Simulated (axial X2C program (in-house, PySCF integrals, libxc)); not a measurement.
**Relativistic diatomic calculation for GeP⁻**

GeP⁻. The reference is closed-shell GeP⁻; the roots are vertical excitation energies. The distance is the PBE0 minimum at charge −1. Computed at this level: EOM-EE-CCSD, two-component X2C with atomic mean-field Coulomb and Gaunt terms, Ge dyall-acv3z, P dyall-av3z (cores contracted) (axial X2C program (in-house, PySCF integrals, libxc)).

Results in brief:

```tsv
quantity	value
outcome	converged
HF energy of the reference GeP⁻	−2438.03211 hartree
MP2 energy of the reference GeP⁻	−2438.29358 hartree
CCSD energy of the reference GeP⁻ (with the MP2 share of the virtual spinors left out of the coupled-cluster step)	−2438.30817 hartree
CCSD(T) energy of the reference GeP⁻	−2438.32553 hartree
T1 diagnostic (spinor form; for a closed shell √2 times the usual value)	0.027
hardware	1 thread of Arm Neoverse N1, 24 GiB of memory available, shared host
wall time	47 s
peak memory	0.62 GiB
```

Input file:
```
{"zs": [32, 15], "q": -1, "bas": ["dyall-acv3z", "dyall-av3z"], "r0": 2.13, "eom": "ee", "thr": -1.0, "nmax": 88}
```

The line is the task of a batch: nuclear charges, charge, bases, a first guess of the distance and further settings. This report covers the levels named above. The log is that of the reference distance 2.069 Å.

The run was one of a batch that the task file lists, launched with:
```bash
python <driver script> task.json out
```

Output:
```
two-component X2C + atomic mean field  HF
basis functions 186  fitting functions 1019  grid points 5079
iter        total energy     max residual
   1      -2431.314734730     4.03e+00
   2      -2433.281732691     3.92e+00
   3      -2434.865402301     3.83e+00
   4      -2436.020777174     3.53e+00
   5      -2437.571716609     1.52e+00
   6      -2437.952644578     3.40e-01
   7      -2437.991366292     8.33e-02
   8      -2438.016073262     1.47e-01
   9      -2438.028068703     8.61e-02
  10      -2438.031073795     1.49e-02
  11      -2438.031809715     1.14e-02
  12      -2438.032010906     4.00e-03
  13      -2438.032083425     1.82e-03
  14      -2438.032105119     1.30e-03
  15      -2438.032111382     7.35e-04
  16      -2438.032113307     2.20e-04
  17      -2438.032113757     1.80e-04
  18      -2438.032113893     9.50e-05
  19      -2438.032113941     6.32e-05
  20      -2438.032113958     3.12e-05
  21      -2438.032113962     2.62e-05
  22      -2438.032113963     6.79e-06
  23      -2438.032113963     5.21e-06
  24      -2438.032113964     2.82e-06
  25      -2438.032113964     1.83e-06
converged
one-electron -3649.63410493  Coulomb 1191.02395023  exact exchange -101.41999938  xc functional 0.00000000  nuclear repulsion 122.76706682  atomic mean-field constant -0.76902670
correlated 10  virtual 268  natural virtual 88  E(MP2) -0.261465036  MP2 remainder -0.027854133
iter   CCSD correlation   residual
   1     -0.236792013   1.64e-01
   2     -0.245354900   6.59e-02
   3     -0.248034999   2.80e-02
   4     -0.248133037   9.77e-03
   5     -0.248199572   4.12e-03
   6     -0.248195852   1.13e-03
   7     -0.248194516   4.50e-04
   8     -0.248197677   1.87e-04
   9     -0.248197535   9.48e-05
  10     -0.248197663   4.59e-05
  11     -0.248197290   2.37e-05
  12     -0.248197161   1.13e-05
  13     -0.248197156   5.21e-06
(T) -0.017361456484007786  T1 0.0273  D1 0.0387  max T2 0.066
EOM-EE-CCSD roots
2*Omega      energy/Eh   energy/eV  one-particle weight
    0       0.07977877      2.1709      0.951
    0       0.09950383      2.7076      0.939
    0       0.09950950      2.7078      0.939
    0       0.11274088      3.0678      0.924
    0       0.11278025      3.0689      0.928
    2       0.07966888      2.1679      0.951
    2       0.09780491      2.6614      0.944
    2       0.10062119      2.7380      0.939
    2       0.11283071      3.0703      0.924
    4       0.09808930      2.6691      0.943
    4       0.10164360      2.7659      0.939
    4       0.11826639      3.2182      0.917
    6       0.09872832      2.6865      0.943
```

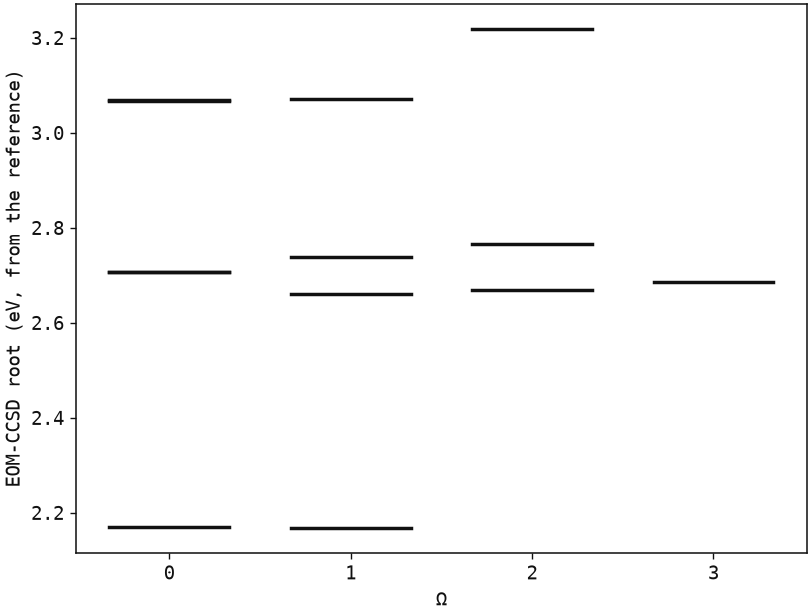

Fig. 1: EOM-CCSD roots by Ω at 2.07 Å. The lowest has Ω = 1 and lies at 2.168 eV, with one-particle weight 0.95.
